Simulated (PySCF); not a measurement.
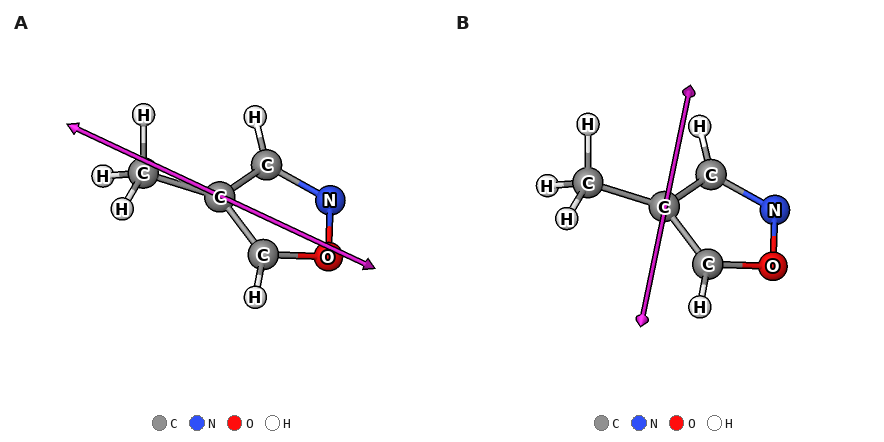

The double arrows show the directions of two transition dipoles from the ground state (lengths mean nothing). The computed structure is the end point of a PBE0-D3(BJ)/def2-SVP optimisation. No frequency run is at hand to confirm it as a minimum. Level of theory: TDDFT CAM-B3LYP/def2-SVPD, vertical, gas phase, core orbitals frozen in the response (PySCF 2.14.0).

Question. One belongs to singlet state 1 and one to singlet state 7. Which is which?

Answer. A: state 7, 8.29 eV (149 nm), oscillator strength 0.44, mainly HOMO → LUMO+4 (weight 0.67).
B: state 1, 6.39 eV (194 nm), oscillator strength 0.096, mainly HOMO → LUMO (weight 0.92).
